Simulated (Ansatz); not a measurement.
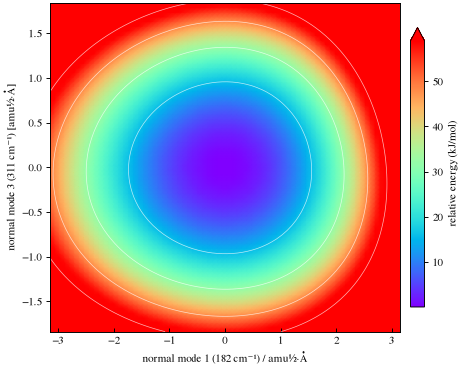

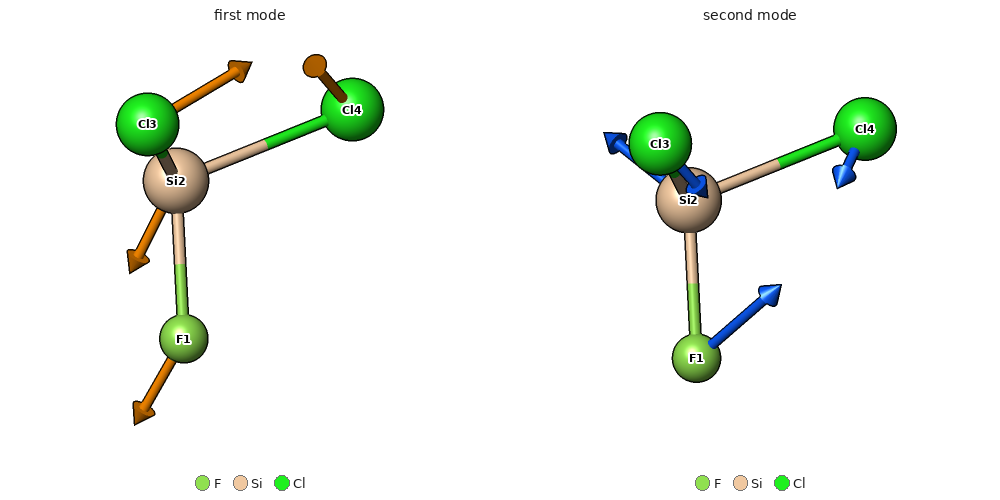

Energy landscape of Cl₂FSi, SMILES F[Si](Cl)Cl, spin multiplicity 2. Coordinates scanned: (1) normal mode 1 (182 cm⁻¹); (2) normal mode 3 (311 cm⁻¹). Nothing is relaxed (straight displacements along the two mass-weighted modes). The scan uses a 15 × 15 grid. Points are written as (first, second). All energies are given in kJ/mol relative to the lowest grid point. The calculation used UHF/def2-SVP (Ansatz).

Drawn: a smooth colour map with a few white contour lines, one colour for all values above the top of the scale. Between grid points the surface is interpolated. The second picture is the structure at the lowest point

What does the map say about the system?

The lowest grid point is at (0.00 amu½·Å, 0.000 amu½·Å). It is the only kind of minimum in the scanned range. The highest grid point, (3.14 amu½·Å, 1.840 amu½·Å), lies 158 kJ/mol above the lowest.

The values on the grid:

| normal mode 3 (311 cm⁻¹) ↓, normal mode 1 (182 cm⁻¹) → | −3.14 | −2.69 | −2.24 | −1.80 | −1.35 | −0.90 | −0.45 | 0.00 | 0.45 | 0.90 | 1.35 | 1.80 | 2.24 | 2.69 | 3.14 |
| --- | --- | --- | --- | --- | --- | --- | --- | --- | --- | --- | --- | --- | --- | --- | --- |
| 1.840 | 115 | 102 | 90 | 81 | 73 | 67 | 63 | 62 | 63 | 67 | 75 | 88 | 105 | 128 | 158 |
| 1.577 | 98 | 84 | 73 | 63 | 55 | 50 | 46 | 45 | 46 | 50 | 58 | 70 | 87 | 109 | 138 |
| 1.314 | 83 | 70 | 59 | 49 | 41 | 36 | 32 | 31 | 32 | 36 | 44 | 55 | 71 | 93 | 121 |
| 1.051 | 71 | 58 | 47 | 38 | 30 | 24 | 21 | 19 | 21 | 25 | 32 | 43 | 59 | 80 | 107 |
| 0.788 | 62 | 49 | 38 | 29 | 21 | 16 | 12 | 11 | 12 | 16 | 23 | 34 | 49 | 69 | 95 |
| 0.526 | 56 | 43 | 32 | 22 | 15 | 9 | 6 | 5 | 6 | 10 | 17 | 28 | 42 | 62 | 87 |
| 0.263 | 52 | 39 | 28 | 19 | 11 | 6 | 2 | 1 | 2 | 6 | 13 | 24 | 38 | 57 | 81 |
| 0.000 | 50 | 37 | 26 | 17 | 10 | 5 | 1 | 0 | 1 | 5 | 12 | 22 | 36 | 54 | 77 |
| −0.263 | 50 | 38 | 27 | 18 | 11 | 6 | 2 | 1 | 2 | 6 | 13 | 23 | 36 | 54 | 77 |
| −0.526 | 53 | 41 | 30 | 21 | 14 | 9 | 6 | 5 | 6 | 9 | 16 | 26 | 39 | 56 | 78 |
| −0.788 | 58 | 46 | 36 | 27 | 20 | 15 | 12 | 11 | 12 | 15 | 22 | 31 | 44 | 61 | 82 |
| −1.051 | 65 | 54 | 43 | 35 | 28 | 23 | 20 | 19 | 20 | 24 | 30 | 39 | 52 | 68 | 89 |
| −1.314 | 75 | 63 | 54 | 45 | 39 | 34 | 31 | 30 | 31 | 34 | 40 | 49 | 62 | 77 | 98 |
| −1.577 | 86 | 76 | 66 | 58 | 52 | 47 | 44 | 43 | 44 | 47 | 53 | 62 | 74 | 90 | 109 |
| −1.840 | 100 | 90 | 81 | 73 | 67 | 62 | 59 | 58 | 60 | 63 | 69 | 77 | 89 | 104 | 123 |

The input of one point:

```yaml
crystal:
  periodic: [false, false, false]
  atoms:
    - { symbol: F, position_ang: [1.225345, -0.407731, 0.92103] }
    - { symbol: Si, position_ang: [0.108279, -0.437274, -0.221583] }
    - { symbol: Cl, position_ang: [-1.720927, -0.371137, 0.701336] }
    - { symbol: Cl, position_ang: [0.387303, 1.216133, -1.400793] }
magnetization:
  spin_polarized: true
  initial_magnetization: 1
basis:
  gaussian: { orbitals: def2-SVP }
hamiltonian:
  xc: hf
output:
  forces: true
```

The whole map (225 points run) took 4.9 min on 1 thread of Arm Neoverse V1 (shared host).
